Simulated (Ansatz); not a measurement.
The parent structure is CdTe in the zinc blende structure (space group F-43m, No. 216; a = 6.558 Å). Axes: x, y, z lie along the cube axes.

Structures relaxed with Ansatz (a quantum-chemistry and plane-wave program) r2SCAN, no spin-orbit coupling, earlier PAW set.

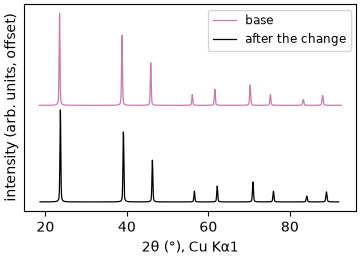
Figure. Simulated powder patterns before (top) and after one change

Problem. What was done to the base?
A) isotropic strain −1.50 %
B) biaxial strain −4.94 %, plane normal [001], relaxed out of plane
C) isotropic strain −0.84 %

Solution. C, isotropic strain −0.84 %. Its volume per atom is 34.38 Å³ against 35.26 Å³, and its space group is F-43m (No. 216).

Whether these cells are dynamically stable was not tested.
